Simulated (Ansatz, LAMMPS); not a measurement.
# Relaxing aqueous H3O+ and HSO4-, 2.1 mol of acid per kg of water, from a frame at 280 K (182 atoms), part 3 of 3

How does aqueous H3O+ and HSO4-, 2.1 mol of acid per kg of water, from a frame at 280 K (182 atoms) relax, and what do bonds, charges and levels look like afterwards?

Ansatz 0.2.0; Kohn-Sham DFT, PBE+D4, PAW (set soft_2), plane waves.

The cell: 64 O, 2 S and 116 H. The network of contacts between molecules at the start is that of the classical potential that made the cell. The density was typed from a rule of thumb and may lie off the real one at this temperature. Only the Γ point is sampled, in a cell whose shortest periodic width is 12 Å.

So far. Step 4 (Relaxation): The relaxation changed the energy by -66.0 meV/atom, and atoms moved by 0.79 Å r.m.s., 2.8 Å at most.

## 6. Single point at the relaxed geometry

The electronic structure is read at the final geometry, in a run of its own.

File input.yaml:

```yaml
crystal:
  lattice:
    - [12.15575, 0.0, 0.0]
    - [0.0, 12.15575, 0.0]
    - [0.0, 0.0, 12.15575]
  atoms:
    - { symbol: O, position: [0.72406, 0.30869, 0.46055] }
    - { symbol: S, position: [0.77366, 0.37575, 0.5569] }
    - { symbol: O, position: [0.70014, 0.47116, 0.57333] }
    - { symbol: O, position: [0.88536, 0.41434, 0.52245] }
    - { symbol: O, position: [0.78082, 0.30409, 0.65484] }
    - { symbol: H, position: [0.76458, 0.23087, 0.44769] }
    - { symbol: O, position: [0.04751, 0.38675, 0.65085] }
    - { symbol: S, position: [0.13861, 0.31709, 0.59064] }
    - { symbol: O, position: [0.19922, 0.39229, 0.5175] }
    - { symbol: O, position: [0.08394, 0.22656, 0.53185] }
    - { symbol: O, position: [0.20816, 0.27611, 0.68247] }
    - { symbol: H, position: [0.9801, 0.39652, 0.59971] }
    - { symbol: O, position: [0.31918, 0.41636, 0.14697] }
    - { symbol: H, position: [0.25409, 0.41192, 0.20201] }
    - { symbol: H, position: [0.30911, 0.48487, 0.09736] }
    - { symbol: H, position: [0.39784, 0.40783, 0.18091] }
    - { symbol: O, position: [0.13953, 0.60513, 0.49084] }
    - { symbol: H, position: [0.10819, 0.64641, 0.56152] }
    - { symbol: H, position: [0.16926, 0.53183, 0.51276] }
    - { symbol: H, position: [0.07445, 0.58409, 0.43451] }
    - { symbol: O, position: [0.17393, 0.60362, 0.84134] }
    - { symbol: H, position: [0.10212, 0.56605, 0.85801] }
    - { symbol: H, position: [0.22352, 0.54721, 0.80769] }
    - { symbol: O, position: [0.04202, 0.3526, 0.06901] }
    - { symbol: H, position: [0.06422, 0.27415, 0.06602] }
    - { symbol: H, position: [0.96966, 0.35599, 0.10473] }
    - { symbol: O, position: [0.63832, 0.96398, 0.55343] }
    - { symbol: H, position: [0.56959, 0.93116, 0.58353] }
    - { symbol: H, position: [0.66038, 0.01785, 0.61008] }
    - { symbol: O, position: [0.14013, 0.40148, 0.25135] }
    - { symbol: H, position: [0.13139, 0.32607, 0.28299] }
    - { symbol: H, position: [0.10229, 0.39058, 0.17702] }
    [... 144 atom lines left out ...]
    - { symbol: O, position: [0.74585, 0.69909, 0.0713] }
    - { symbol: H, position: [0.73498, 0.76733, 0.11492] }
    - { symbol: H, position: [0.82405, 0.67613, 0.08282] }
    - { symbol: O, position: [0.07401, 0.78056, 0.2228] }
    - { symbol: H, position: [0.04145, 0.79599, 0.29742] }
    - { symbol: H, position: [0.03427, 0.71722, 0.19164] }
kpoints:
  mp_grid: { grid: [1, 1, 1] }
hamiltonian:
  xc: pbe
  dispersion: d4
scf:
  occupations: { method: fixed }
output:
  forces: true
  stress: true
  populations: true
  dos:
    method: { smearing: { sigma: 0.1 } }
    de: 0.1
    projected: { site_lists: { H: [H], O: [O], S: [S] } }
  eigenvalues: true
  write_density: true
  write_potential: true
  volumetric_format: npy
  elf: true
```

Run with:

```
> ansatz run input.yaml --threads 4 --pin off --max-ram 8192MiB --backend cpu --events-out ev --progress --plain --runs-dir out
```

Numbers of over 12 decimals in the logs are rounded to 6 here.

Log:

```text
[...]
Crystal: 182 atoms, lattice volume = 1796.161 Å³
Basis set: ecut = 420 eV, 35033 PW (Γ), exchange–correlation on 180×180×180 points (8 copies of the dense FFT grid, shifted against one another)
Bands: 438, of which v1, the nominal top of the filled ones, is band 256 counted from 1 (255 counted from 0)
Symmetry: 1 space group operations
[...]
k-points: 1
[...]
SCF iter   1: F=—  HF=-39996.650876 eV  |F-HF|=—  |Δ(HF+E_count)|=         —  Δρ=2.79e-3  dr2=1.63e-1  ethr=1.77e-3  ⟨swp⟩=4.0  Hψ=1662  notcnv=0  defer=176
[...]
SCF iter   9: F=-39996.505554 eV  HF=-39996.505554 eV  |F-HF|=1.29e-9  |Δ(HF+E_count)|=   6.36e-8  Δρ=1.55e-6  dr2=3.85e-8  ethr=1.95e-11  ⟨swp⟩=20.0  Hψ=4537  notcnv=0
SCF 1 converged in 9 iterations: F = -39996.505554 eV  dr2 = 3.85e-8
[...]
WARN: The input density's exchange-correlation potential varies sharply where the density is thin. Do not read a vacuum level from v_tot or v_xc, or from such a field of the output density. On a cell that repeats whose density bears no net charge and no dipole along the vacuum's axis use v_es (v_loc + v_h of the components); [...]
SCF converged after 9 iterations
Free energy (F): -39996.505554 eV
[...]
Internal energy: -39996.505554 eV  (E = F + TS)
E sigma→0 (E₀):  -39996.505554 eV
Fermi energy:    -2.279015 eV
[...]
--- Forces (eV/Å), atoms counted from 1 ---
  atom   1  O      0.00531878    -0.01554297     0.01010596
  atom   2  S      0.00429819    -0.00929682    -0.03840325
  atom   3  O     -0.01148292     0.01901358     0.01417455
  atom   4  O      0.01352378    -0.00219621     0.00668347
  atom   5  O     -0.00486231    -0.00432004     0.01660955
  atom   6  H     -0.00535483    -0.00126266    -0.00942781
  atom   7  O     -0.01149978     0.00360766     0.00368641
  atom   8  S      0.00683330    -0.02225371     0.01888032
  atom   9  O      0.00660921     0.00250083     0.00186972
  atom  10  O      0.00564757     0.00615129     0.00157770
  atom  11  O     -0.00964981     0.01123170    -0.01804579
  atom  12  H      0.00589328     0.00168807    -0.00902638
  atom  13  O      0.01659714     0.01251474    -0.02301440
  atom  14  H     -0.01954243    -0.00538436     0.01243056
[...]
atom 181  H     -0.00057737     0.00138261     0.00309564
  atom 182  H      0.00222082     0.00241956    -0.00048584
  max |Σ_I F_I| component: 4.43e-5 eV/Å
--- Stress (GPa, compression-positive) ---
        0.031009      -0.055194       0.052510
       -0.055194      -0.530065       0.123537
        0.052510       0.123537      -0.108172
  P = ⅓ Tr σ = -0.2024 GPa (-2.024 kbar)
--- Band table (eV) ---
[...]
--- Löwdin populations: 182 sites ---
  site symbol       q [e]
     0      O      6.6693
     1      S      3.5300
     2      O      6.7594
[...]
181      H      0.6000
  spilling = 0.011709 (of n_electrons = 512.000000)
```

The job ended after 23 s (4 threads of Intel Xeon Platinum 8488C (Sapphire Rapids), shared host; peak memory 2.6 GiB; 85 s of CPU time).

The program notes that the exchange-correlation potential is rough where the density is thin.

Read from the output:

| Property | Result |
| --- | --- |
| free energy | -39996.5056 eV |
| free energy per atom | -219.7610 eV/atom |
| SCF cycles | 9 |
| pressure | -0.2024 GPa |
| r.m.s. force component | 0.00887 eV/Å |
| longest force | 0.05198 eV/Å |
| Fermi energy | -2.279 eV |
| gap (highest filled to lowest empty level) | 5.009 eV |
| spilling of the projection | 0.01171 |

Löwdin charges by element and coordination (they lack the spilled electrons, 0.033 e an atom on average):

```tsv
element	coordination	atoms	mean charge (e)	spread	least	most
H	all	116	0.387	0.0081	0.369	0.413
O	all	64	-0.685	0.034	-0.771	-0.563
O	1	6	-0.759	0.0065	-0.771	-0.750
O	2	56	-0.682	0.0151	-0.726	-0.647
O	3	2	-0.568	0.0044	-0.572	-0.563
S	all	2	2.47	0.0048	2.46	2.47
```

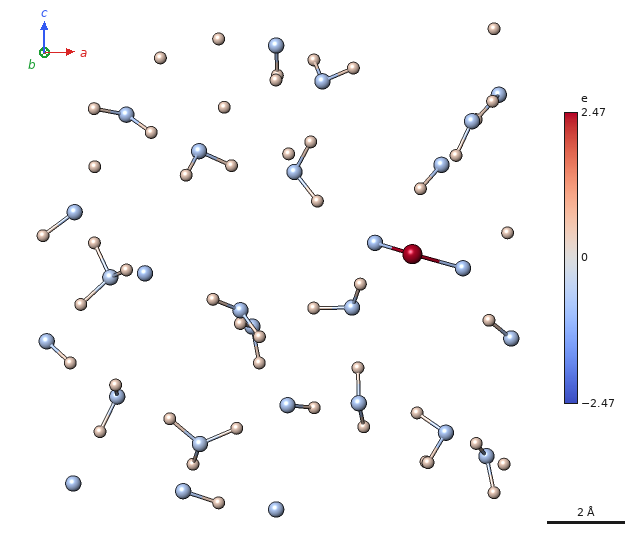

Atoms coloured by Löwdin charge. Drawn is a slice 4 Å thick, seen along the normal of the ac plane. Bonds to atoms that aren't drawn are left out.

Density of states as counts of states in windows of 1 eV (from the Fermi level), total and the larger projections:

```tsv
from (eV)	to (eV)	total	O p	H s	O s
-18	-17	27.1	0.7	5.4	20.8
-17	-10	0.0	0.0	0.0	0.0
-10	-9	3.6	1.7	0.4	0.9
-9	-8	0.4	0.2	0.0	0.1
-8	-7	12.1	8.1	3.0	0.4
-7	-6	84.0	58.3	23.5	0.6
-6	-5	31.9	22.0	7.0	1.4
-5	-4	13.4	10.1	1.5	1.5
-4	-3	44.0	34.7	4.1	4.6
-3	-2	56.4	48.9	2.3	4.0
-2	-1	35.3	33.4	0.4	0.9
-1	0	101.2	99.6	0.5	0.1
0	1	1.7	1.7	0.0	0.0
1	4	0.0	0.0	0.0	0.0
4	5	0.7	0.0	0.4	0.2
```

With fixed occupations the program's Fermi level is the highest filled level; weight inside the gap is the broadening of levels at its edges.

Between -23 and -18 eV lie 101 more states.

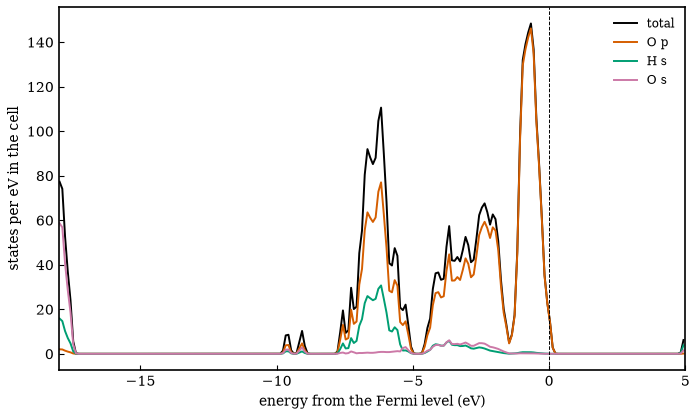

Total and projected density of states, with the broadening of the input.

The levels nearest the highest filled one (over half full), pooled over k-points and spins:

```tsv
level less the highest filled one (eV)	occupation
-0.299	2
-0.251	2
-0.213	2
-0.187	2
-0.0675	2
0	2
5.01	0
6.31	0
6.37	0
6.43	0
6.45	0
6.51	0
```

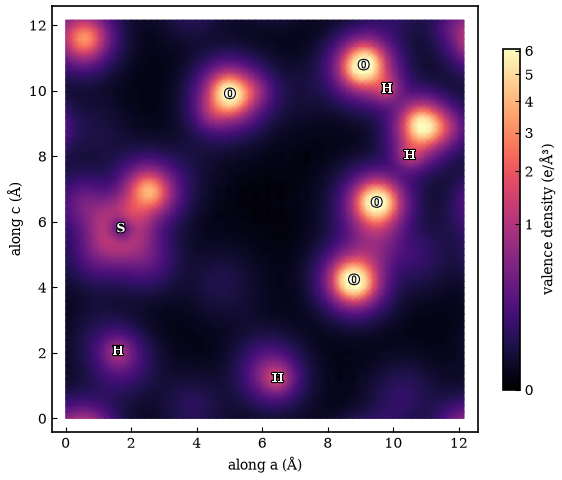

Valence density in the ac plane at fractional y = 0.310, with atoms of O and S and H within 0.2 Å of it. It is the smooth field of the valence electrons, not physical close to the nuclei. The map starts off the cell's origin, so that atoms lie inside it. The colour scale is stretched toward low values.

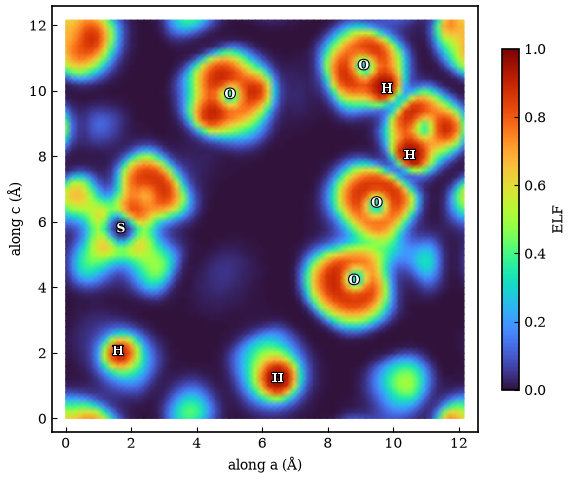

ELF in the ac plane at fractional y = 0.310, with atoms of O and S and H within 0.2 Å of it. It is the smooth field of the valence electrons, not physical close to the nuclei. The map starts off the cell's origin, so that atoms lie inside it.

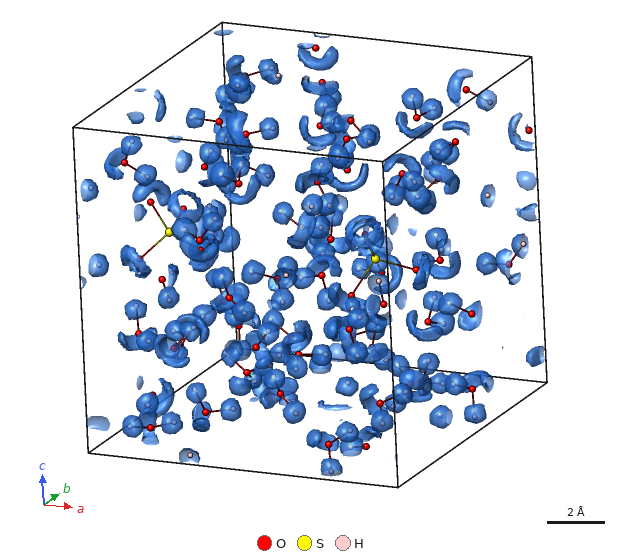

Surface of ELF = 0.85. Bonds to atoms that aren't drawn are left out.

Mean Löwdin charges: H +0.39, O -0.69, S +2.47 e (they miss 1.2 % of the electrons, so they add up to more than the cell's charge). The largest share in the top eV of filled states is O p (99 % of the projected weight), and in the lowest eV of empty states H s (69 % of the projected weight).

Local excerpt of 13 atoms (numbers count through the whole input) about S2, one of the 2 S atoms; x, y, z are measured from there.

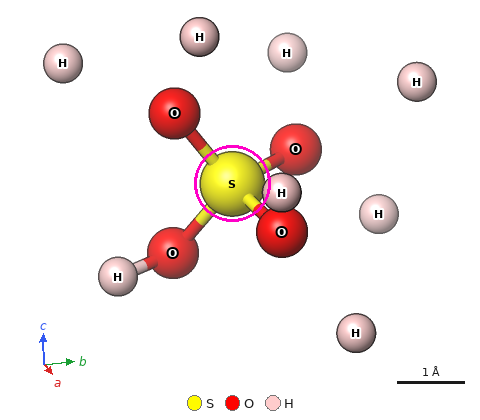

The atoms of the table, within 3.2 Å (arrows a, b, c point along x, y, z); some may hide others; the central atom is ringed.

```tsv
atom	x	y	z	distance (Å)	bonds	Löwdin charge (e)
S2	0.00	0.00	0.00	0.00	4	2.47
O3	-0.89	1.16	0.20	1.48	1	-0.76
O5	0.09	-0.87	1.19	1.48	1	-0.77
O4	1.36	0.47	-0.42	1.50	1	-0.76
O1	-0.60	-0.82	-1.17	1.55	2	-0.67
H6	-0.11	-1.76	-1.33	2.21	1	0.38
H12	2.51	0.25	0.52	2.58	1	0.39
H109	-1.19	2.46	-0.99	2.91	1	0.39
H170	1.10	-0.66	2.64	2.93	1	0.39
H122	-2.39	1.37	1.29	3.04	1	0.40
H155	-0.92	-2.35	1.82	3.11	1	0.40
H161	2.10	1.41	-1.87	3.15	1	0.40
H158	0.41	2.78	1.47	3.17	1	0.41
```

The column of bonds counts only the pairs H-O within 1.21 Å, O-S within 1.98 Å; other neighbours, such as metal atoms beside each other in a compound, aren't counted, and periodic images can show an atom twice.

## 7. A changed input

A doubtful change is made on purpose, to see how the program answers.

input.yaml, the sections that differ from step 6:

```yaml
crystal:
  lattice:
    - [12.15575, 0.0, 0.0]
    - [0.0, 12.15575, 0.0]
    - [0.0, 0.0, 12.15575]
  atoms:
    [... the 182 atom lines of step 3 ...]
scf:
  occupations: { method: fixed }
  max_iter: 75
output:
  forces: true
magnetization:
  spin_polarized: [1, 2]
# kpoints, hamiltonian: as in step 6
```

Log:

```text
Error: YAML parse error: error: line 200 column 19: expected string scalar
   --> <input>:200:19
    |
198 |   forces: true
199 | magnetization:
200 |   spin_polarized: [1, 2]
    |                   ^ expected string scalar
```

The job ended after 0.02 s (4 threads; peak memory 0.031 GiB).

The program refused the input before any cycle.

The program's message: “Error: YAML parse error: error: line 200 column 19: expected string scalar”

The fault in the input: a value that the key doesn't take (magnetization.spin_polarized = [1, 2]). The fix is to take out magnetization.spin_polarized.

## 8. Results

| Property | Result |
| --- | --- |
| energy change in the relaxation | -66.05 meV/atom |
| r.m.s. displacement | 0.79 Å |
| largest displacement | 2.775 Å |
| free energy per atom | -219.7610 eV/atom |
| pressure | -0.2024 GPa |
| r.m.s. force component | 0.00887 eV/Å |
| gap (highest filled to lowest empty level) | 5.009 eV |
| wall time of the 3 DFT runs | 7.8 min |

In words: Relaxation lowers the energy by 66.0 meV/atom and moves atoms by 0.79 Å r.m.s.; the r.m.s. force component goes from 0.67 to 0.0089 eV/Å, the pressure goes from -0.92 to -0.20 GPa, and the gap from 4.16 to 5.01 eV. By the final cutoffs no bond was broken or made. From the first step to the last the energy fell by 12.020 eV, and the largest move was 2.77 Å (H26). The O-S bonds change most in mean length: from 1.474 Å (spread 0.070) to 1.501 Å (spread 0.037). With the cutoffs above, all H atoms have 1, 88 % of O atoms have 2 and all S atoms have 4 bonded neighbours. The 54 water molecules hold 3.56 hydrogen bonds each to other water on average, with a mean O–O distance of 2.75 Å. The highest filled and lowest empty levels differ by 5.01 eV (at Γ alone); a semilocal functional tends to put such gaps too low. In a disordered cell it changes from sample to sample and from frame to frame.

**Limits.** The network of contacts between molecules at the start is that of the classical potential that made the cell; in DFT atoms moved by 0.79 Å r.m.s.

[Logs are printed without paths, hosts, clocks, repeated set-up lines and the standing remarks that a program may print on its own settings, such as how far it seeks lower states.]

[Hosts, paths, dates, database ids (printed as entryN), source tags and the programs' standing remarks are cut or masked in the printed files.]
